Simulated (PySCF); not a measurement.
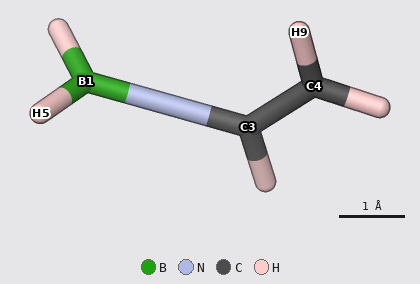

The structure as given in the input (stick view, seen at a tilt; atoms are numbered from 1 in the order of the input). Bond lengths as drawn: B–H 1.20 Å, B–N 1.34 Å, C–C 1.39 Å, C–H 1.08 to 1.09 Å and C–N 1.28 Å.

# Run report: C$_{2}$H$_{5}$BN, geometry relaxation (part 1 of 2)

- system: C$_{2}$H$_{5}$BN, multiplicity 2
- method: PBE/6-31G*, UKS (PySCF 2.14.0)

The geometry comes from this level: PBE0-D4/def2-TZVP symmetrised. Figures and captions count atoms from 1; the log counts them from 0 in places.

## What the program printed
```
[file] SyntaxWarning: invalid escape sequence '\W'
  S = {(paw_set(r)[0], bool(re.search(r"spin_orbit\W+true|paw_fr", str((r.get("files") or {}).get("input") or "")) or re.search("(?i)spin.orbit\W+(value\W+)?(true|yes)|value\W+spin-orbit", json.dumps(r.get("inputs"), default=str)))) for r in records}

#|     Arguments passed to driver run_optimizer():      |#
customengine              <pyscf.geomopt.geometric_solver.PySCFEngine object>
maxiter                   80
----------------------------------------------------------
Custom engine selected.
Bonds will be generated from interatomic distances less than 1.20 times sum of covalent radii
27 internal coordinates being used (instead of 27 Cartesians)
Internal coordinate system (atoms numbered from 1):
Distance 1-2
Distance 1-5
Distance 1-6
Distance 2-3
Distance 3-4
Distance 3-7
Distance 4-8
Distance 4-9
Angle 2-1-6
Angle 5-1-6
Angle 2-3-7
Angle 4-3-7
Angle 3-4-9
Angle 8-4-9
LinearAngleX 1-2-3
LinearAngleY 1-2-3
Out-of-Plane 1-2-5-6
Out-of-Plane 3-2-4-7
Out-of-Plane 4-3-8-9
Dihedral 5-1-3-4
Dihedral 5-1-3-7
Dihedral 6-1-3-4
Dihedral 6-1-3-7
Dihedral 2-3-4-8
Dihedral 2-3-4-9
Dihedral 7-3-4-8
Dihedral 7-3-4-9
Translation-X 1-9
Translation-Y 1-9
Translation-Z 1-9
Rotation-A 1-9
Rotation-B 1-9
Rotation-C 1-9
<class 'geometric.internal.Distance'> : 8
<class 'geometric.internal.Angle'> : 6
<class 'geometric.internal.LinearAngle'> : 2
<class 'geometric.internal.OutOfPlane'> : 3
<class 'geometric.internal.Dihedral'> : 8
<class 'geometric.internal.TranslationX'> : 1
<class 'geometric.internal.TranslationY'> : 1
<class 'geometric.internal.TranslationZ'> : 1
<class 'geometric.internal.RotationA'> : 1
<class 'geometric.internal.RotationB'> : 1
<class 'geometric.internal.RotationC'> : 1
> ===== Optimization Info: ====
> Job type: Energy minimization
> Maximum number of optimization cycles: 80
> Initial / maximum trust radius (Angstrom): 0.100 / 0.300
> Convergence Criteria:
> Will converge when all 5 criteria are reached:
>  |Delta-E| < 1.00e-06
>  RMS-Grad  < 3.00e-04
>  Max-Grad  < 4.50e-04
>  RMS-Disp  < 1.20e-03
>  Max-Disp  < 1.80e-03
> === End Optimization Info ===

Geometry optimization cycle 1
Cartesian coordinates (Angstrom)
 Atom        New coordinates             dX        dY        dZ
   B  -0.802911   1.709317  -0.086900    0.000000  0.000000  0.000000
   N  -0.424711   0.422217  -0.082700    0.000000 -0.000000  0.000000
   C  -0.064511  -0.809883  -0.078600    0.000000  0.000000  0.000000
   C   1.222689  -1.236083   0.235800    0.000000  0.000000 -0.000000
   H  -1.239399   2.198464   0.920999    0.000000  0.000000  0.000000
   H  -0.697399   2.351364  -1.096501    0.000000  0.000000  0.000000
   H  -0.809711  -1.567283  -0.336100    0.000000  0.000000  0.000000
   H   1.472289  -2.288783   0.223900    0.000000  0.000000  0.000000
   H   1.987089  -0.514983   0.495800    0.000000  0.000000  0.000000

WARN: Mole.unit (angstrom) is changed to Bohr

WARN: HOMO -0.23505608285064 >= LUMO -0.235056082850641

converged SCF energy = -158.552809351679  <S^2> = 0.76226821  2S+1 = 2.0122308
--------------- UKS_Scanner gradients ---------------
         x                y                z
0 B     0.0005907646    -0.0014046555    -0.0004317559
1 N     0.0051743602    -0.0131704851     0.0004046868
2 C    -0.0009745749     0.0100768644     0.0004869860
3 C    -0.0039037279     0.0025162538    -0.0008561377
4 H     0.0018686418    -0.0026788019    -0.0037747424
5 H    -0.0002152342    -0.0035364759     0.0042332370
6 H     0.0051822116     0.0055145803     0.0018118134
7 H    -0.0021835830     0.0071176829    -0.0000496147
8 H    -0.0055386962    -0.0044336949    -0.0018247755
----------------------------------------------
cycle 1: E = -158.552809352  dE = -158.553  norm(grad) = 0.0235155
Step    0 : Gradient = 7.838e-03/1.416e-02 (rms/max) Energy = -158.5528093517
Hessian Eigenvalues: 2.30000e-02 2.30000e-02 2.59680e-02 ... 4.69902e-01 5.68654e-01 7.19376e-01

Geometry optimization cycle 2
Cartesian coordinates (Angstrom)
 Atom        New coordinates             dX        dY        dZ
   B  -0.827995   1.731366  -0.089200   -0.025084  0.022049 -0.002300
   N  -0.428577   0.442971  -0.080744   -0.003866  0.020754  0.001956
   C  -0.045303  -0.799104  -0.072560    0.019208  0.010779  0.006040
   C   1.244368  -1.266016   0.238828    0.021679 -0.029933  0.003028
   H  -1.278248   2.232864   0.919342   -0.038849  0.034400 -0.001657
   H  -0.729310   2.378299  -1.110376   -0.031911  0.026935 -0.013875
   H  -0.802132  -1.560791  -0.334496    0.007579  0.006492  0.001604
   H   1.474303  -2.334317   0.219073    0.002014 -0.045534 -0.004827
   H   2.036303  -0.561045   0.505861    0.049214 -0.046062  0.010061
converged SCF energy = -158.553515168606  <S^2> = 0.76312068  2S+1 = 2.0130779
--------------- UKS_Scanner gradients ---------------
         x                y                z
0 B    -0.0004808393     0.0002413707     0.0002649282
1 N    -0.0039854132     0.0003108513    -0.0014870311
2 C     0.0029718111     0.0049138217     0.0011878855
3 C     0.0006504596    -0.0052473986    -0.0002141329
4 H     0.0000777826     0.0001037126    -0.0000273228
5 H     0.0001752443    -0.0003494363     0.0001052488
6 H     0.0000502990     0.0002267274     0.0000405493
7 H     0.0009568736    -0.0004689122     0.0002197573
8 H    -0.0004167258     0.0002711082    -0.0000900844
----------------------------------------------
cycle 2: E = -158.553515169  dE = -0.000705817  norm(grad) = 0.00908954
Step    1 : Displace = 4.075e-02/6.815e-02 (rms/max) Trust = 1.000e-01 (=) Grad = 3.030e-03/5.864e-03 (rms/max) E (change) = -158.5535151686 (-7.058e-04) Quality = 0.701
Hessian Eigenvalues: 2.30000e-02 2.30000e-02 2.59678e-02 ... 5.09341e-01 5.69793e-01 7.33070e-01

Geometry optimization cycle 3
Cartesian coordinates (Angstrom)
 Atom        New coordinates             dX        dY        dZ
   B  -0.799430   1.719656  -0.083513    0.028565 -0.011709  0.005687
   N  -0.435000   0.418168  -0.084541   -0.006424 -0.024803 -0.003797
   C  -0.084097  -0.838644  -0.085713   -0.038793 -0.039539 -0.013153
   C   1.229495  -1.233543   0.237561   -0.014873  0.032473 -0.001267
   H  -1.236784   2.226158   0.932844    0.041465 -0.006706  0.013502
   H  -0.688074   2.376774  -1.102478    0.041236 -0.001525  0.007898
   H  -0.833209  -1.614870  -0.346476   -0.031077 -0.054079 -0.011980
   H   1.495118  -2.297000   0.228083    0.020815  0.037317  0.009010
   H   1.995422  -0.492654   0.499986   -0.040881  0.068391 -0.005876
converged SCF energy = -158.55325012827  <S^2> = 0.76352446  2S+1 = 2.013479
--------------- UKS_Scanner gradients ---------------
         x                y                z
0 B     0.0001045358     0.0009862888     0.0005295192
1 N     0.0048668558     0.0030582069     0.0013586339
2 C    -0.0069266476    -0.0076078086    -0.0024147419
3 C     0.0029838193     0.0056398782     0.0012304706
4 H    -0.0007377963     0.0007729695     0.0012288552
5 H     0.0000212928     0.0009393887    -0.0015542303
6 H    -0.0024403319    -0.0035020966    -0.0009283082
7 H    -0.0008884913    -0.0020848979    -0.0003985797
8 H     0.0030167615     0.0017998077     0.0009482954
----------------------------------------------
cycle 3: E = -158.553250128  dE = 0.00026504  norm(grad) = 0.0152849
Step    2 : Displace = 4.968e-02/7.992e-02 (rms/max) Trust = 1.000e-01 (=) Grad = 5.095e-03/1.057e-02 (rms/max) E (change) = -158.5532501283 (+2.650e-04) Quality = -0.621
Hessian Eigenvalues: 2.30000e-02 2.30000e-02 2.59678e-02 ... 5.64265e-01 5.73754e-01 7.19882e-01

Geometry optimization cycle 4
Cartesian coordinates (Angstrom)
 Atom        New coordinates             dX        dY        dZ
   B  -0.812757   1.724067  -0.087885   -0.013327  0.004410 -0.004372
   N  -0.430405   0.430318  -0.082865    0.004596  0.012150  0.001676
   C  -0.063185  -0.817013  -0.078398    0.020911  0.021631  0.007315
   C   1.235154  -1.249676   0.238069    0.005659 -0.016133  0.000508
   H  -1.256226   2.223767   0.925457   -0.019442 -0.002391 -0.007387
   H  -0.709876   2.377582  -1.105958   -0.021802  0.000808 -0.003480
   H  -0.815941  -1.583011  -0.338974    0.017268  0.031860  0.007502
   H   1.483573  -2.314039   0.224385   -0.011545 -0.017039 -0.003698
   H   2.013108  -0.527978   0.501920    0.017686 -0.035325  0.001935
converged SCF energy = -158.553706506975  <S^2> = 0.76317265  2S+1 = 2.0131296
--------------- UKS_Scanner gradients ---------------
         x                y                z
0 B     0.0000137529     0.0001946691     0.0001483436
1 N     0.0004557684     0.0000087708     0.0001255558
2 C    -0.0009402584    -0.0000863213    -0.0002408798
3 C     0.0004731506     0.0003381838     0.0001477498
4 H    -0.0000983939    -0.0000089299     0.0002098581
5 H     0.0000285443     0.0001140551    -0.0003580671
6 H    -0.0002029623    -0.0004294761    -0.0000958501
7 H    -0.0000087273    -0.0002962645    -0.0000239530
8 H     0.0002789896     0.0001672277     0.0000869241
----------------------------------------------
cycle 4: E = -158.553706507  dE = -0.000456379  norm(grad) = 0.00149189
Step    3 : Displace = 2.568e-02/3.955e-02 (rms/max) Trust = 2.484e-02 (-) Grad = 4.973e-04/9.745e-04 (rms/max) E (change) = -158.5537065070 (-4.564e-04) Quality = 0.986
Hessian Eigenvalues: 2.30000e-02 2.30000e-02 2.59678e-02 ... 5.64182e-01 5.85282e-01 7.18078e-01

Geometry optimization cycle 5
Cartesian coordinates (Angstrom)
 Atom        New coordinates             dX        dY        dZ
   B  -0.814230   1.723797  -0.087913   -0.001473 -0.000270 -0.000028
   N  -0.430037   0.430913  -0.082592    0.000368  0.000595  0.000273
   C  -0.061064  -0.815616  -0.077840    0.002122  0.001397  0.000558
   C   1.235640  -1.250841   0.238009    0.000486 -0.001165 -0.000061
   H  -1.257865   2.224916   0.924097   -0.001639  0.001149 -0.001360
   H  -0.711363   2.376813  -1.105323   -0.001487 -0.000769  0.000635
   H  -0.814301  -1.580233  -0.338464    0.001639  0.002778  0.000511
   H   1.482237  -2.315102   0.223695   -0.001336 -0.001063 -0.000691
   H   2.014441  -0.530815   0.502116    0.001333 -0.002837  0.000196
converged SCF energy = -158.553710399463  <S^2> = 0.76314103  2S+1 = 2.0130981
--------------- UKS_Scanner gradients ---------------
         x                y                z
0 B    -0.0000726527     0.0001193433     0.0000736144
1 N     0.0001244052    -0.0002790750    -0.0000676236
2 C    -0.0001837586     0.0002448347    -0.0000283083
3 C     0.0001192949    -0.0000205503     0.0000311816
4 H     0.0000015056     0.0000128109     0.0000009581
5 H     0.0000254869    -0.0000624036    -0.0000069460
6 H     0.0000214219    -0.0000208704     0.0000052969
7 H    -0.0000348552     0.0000071240    -0.0000085051
8 H    -0.0000010271     0.0000007103     0.0000000153
----------------------------------------------
cycle 5: E = -158.553710399  dE = -3.89249e-06  norm(grad) = 0.000489931
Step    4 : Displace = 2.215e-03/3.282e-03 (rms/max) Trust = 3.513e-02 (+) Grad = 1.633e-04/3.129e-04 (rms/max) E (change) = -158.5537103995 (-3.892e-06) Quality = 1.005
Hessian Eigenvalues: 2.29995e-02 2.30000e-02 2.59716e-02 ... 5.58750e-01 6.07667e-01 7.16100e-01

Geometry optimization cycle 6
Cartesian coordinates (Angstrom)
 Atom        New coordinates             dX        dY        dZ
   B  -0.813989   1.723818  -0.088329    0.000241  0.000022 -0.000416
   N  -0.429999   0.430961  -0.082740    0.000037  0.000048 -0.000148
   C  -0.061108  -0.815762  -0.077798   -0.000045 -0.000146  0.000043
   C   1.235440  -1.251018   0.238052   -0.000200 -0.000178  0.000043
   H  -1.257486   2.223985   0.924183    0.000378 -0.000931  0.000086
   H  -0.711592   2.377615  -1.105318   -0.000229  0.000803  0.000005
   H  -0.814593  -1.580144  -0.338326   -0.000292  0.000089  0.000138
   H   1.482784  -2.315117   0.224124    0.000547 -0.000015  0.000429
   H   2.014021  -0.530700   0.501968   -0.000420  0.000115 -0.000148
converged SCF energy = -158.553710557723  <S^2> = 0.76314592  2S+1 = 2.013103
--------------- UKS_Scanner gradients ---------------
         x                y                z
0 B    -0.0000297558     0.0000732582     0.0000111329
1 N     0.0000212896    -0.0000862694     0.0000107496
2 C    -0.0000608537     0.0001433215    -0.0000033840
3 C     0.0000135655    -0.0000583427    -0.0000024983
4 H     0.0000165721    -0.0000445809    -0.0000062597
5 H     0.0000118000    -0.0000207082    -0.0000153734
6 H     0.0000170330    -0.0000077809     0.0000019761
7 H     0.0000270874     0.0000106846     0.0000086889
8 H    -0.0000169122    -0.0000076532    -0.0000053735
----------------------------------------------
cycle 6: E = -158.553710558  dE = -1.5826e-07  norm(grad) = 0.000216782
```

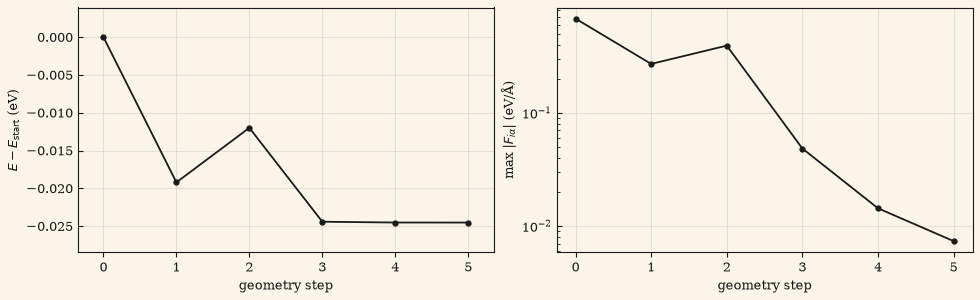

Progress of the relaxation, step by step (steps are counted from 0).
